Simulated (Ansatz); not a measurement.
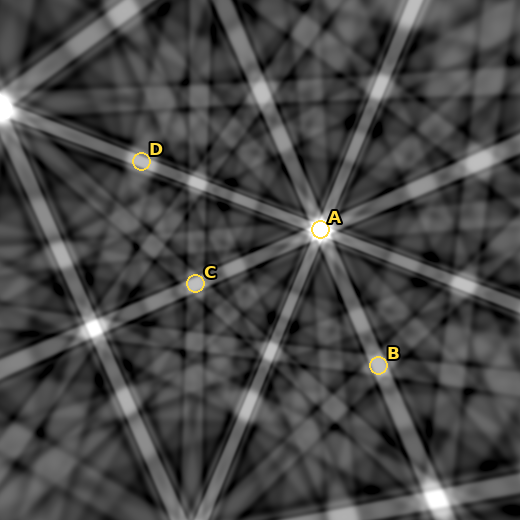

Simulated Kikuchi (electron backscatter) pattern at 15 kV: kinematic bands of width 2θ(Bragg) in gnomonic projection, seen from the camera side; the frame spans ±42° from its centre. Crystal: SrHfTl₂F₆, space group Fm-3m (No. 225), a = 9.162 Å. Structure: the geometry relaxed with Ansatz 0.2.0, DFT, PAW plane waves, r2scan; the starting structure was generated, so it need not be a known form of this composition.

Pole A is [001] and pole B is [012].

**Index the poles C and D.**

C is [102], 26.6° from A and 36.9° from B. D is [1-12], 35.3° from A and 56.8° from B.

**Which band joins A and B, and how wide is it?**

It comes from the planes common to both zones. The strongest order is 4 0 0 with d = 2.291 Å, so the band is 2θ = 2.5° wide (λ = 0.0994 Å). Other orders of the same planes (8 0 0) lie on the same centre line with other widths.
